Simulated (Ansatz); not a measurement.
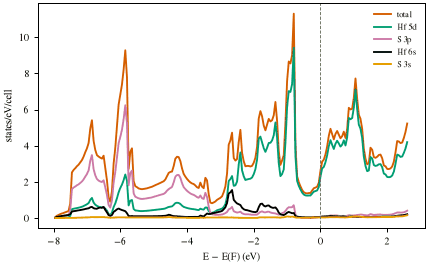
Total and projected density of states of Hf2S in space group P6_3/mmc (No. 194; Hf on 4f, S on 2b), the program Ansatz at the PBEsol level (PAW)

Task: Which orbitals carry the states next to the Fermi level?

Result: Within 0.5 eV of the Fermi level: Hf 5d 88 %, outside the projected shells 6 %. Projections are on Löwdin-orthogonalised atomic valence shells; empty p or d shells of many metals are not among them.

Task: Where is the tallest occupied peak in this window, and what makes it?

Result: Near -0.8 eV, about 11 states/eV per cell; the largest projected share is Hf 5d.

The first step of the workflow began from a Materials Project structure, measured or hypothetical; the Crystallography Open Database copy checked does not list it. Its standing as an ambient phase is unchecked. Symmetry was held in the PBEsol relaxation; whether a distortion lowers the energy is not shown. No spin polarisation was allowed. Spin–orbit coupling is left out wherever it is not named.

Potentials: the later of the program's two PAW sets.
